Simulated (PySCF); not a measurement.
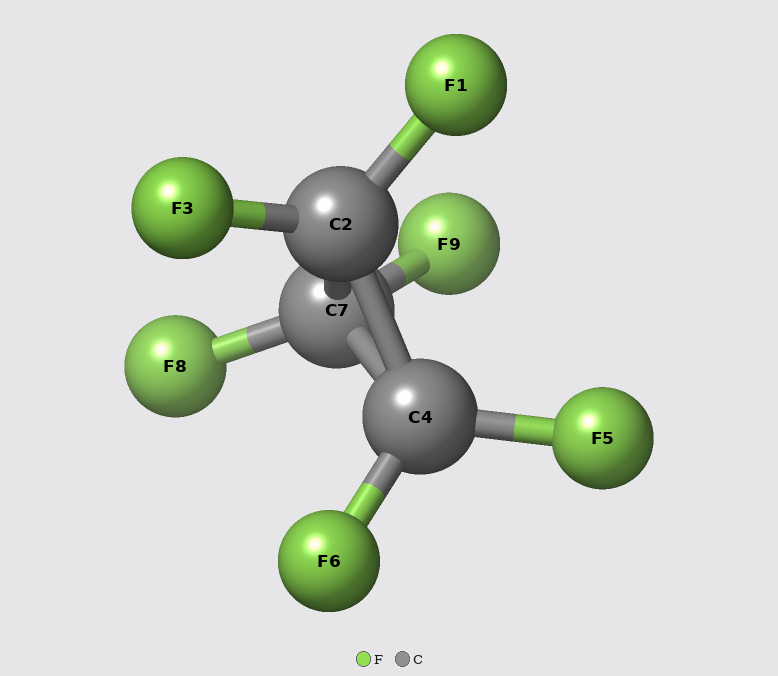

Computed geometry: PBE0-D3(BJ)/def2-SVP optimisation. No frequency run is at hand to confirm it as a minimum. Properties computed with B3LYP/pcJ-1 indirect spin-spin coupling, non-relativistic, gas phase (PySCF 2.14.0). Isotopes: 13C, 19F.

Give the spin–spin coupling constants of these pairs, with the number of bonds between them: F1/C4, F3/C4, F5/C7, F5/F6, F3/F5.

```
  pair  bonds apart  J (Hz)
F1, C4            2    14.0
F3, C4            2    14.0
F5, C7            2    14.0
F5, F6            2   175.2
F3, F5            3    −8.9
```

Density functionals are unreliable for couplings to fluorine, so those rows may be far off.
